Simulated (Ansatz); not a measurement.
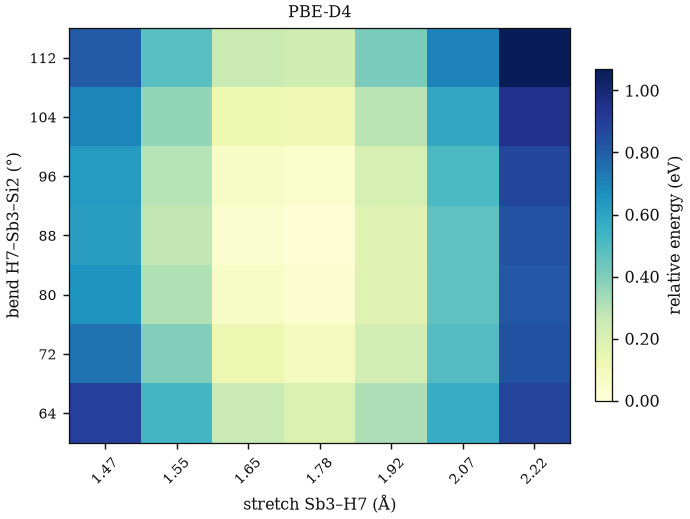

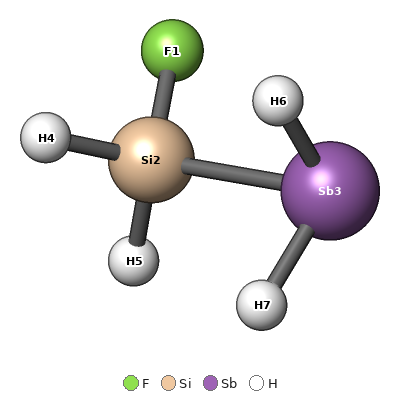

Energy landscape of SiSbH₄F, SMILES F[SiH2][SbH2], singlet over the stretch Sb3–H7 and the bend H7–Sb3–Si2. Method named on the plot, def2-TZVPP, the Ansatz code, cores frozen in correlated methods. A stretch and then a bend are set rigidly from the minimum (PBE0-D4/def2-TZVP); energies less that of the minimum; in a bend the first-named atom and what hangs on it turn. On heavy atoms the filled d shell below the valence is correlated. The map is drawn from 7 × 7 computed points.

Q: Which computed point is the lowest, and which the highest?

A: Lowest at 1.78 Å and 88° (0.01 eV), highest at 2.22 Å and 112° (1.07 eV).

Q: How does the best value of the first coordinate follow the second?

A: It shrinks from 1.753 to 1.721 Å as the second goes from 64 to 112° (from a spline through the points).

Known limits of this run: restricted reference unstable towards unrestricted; spin-orbit coupling is left out, and with Sb it can shift these energies; core potentials past krypton.
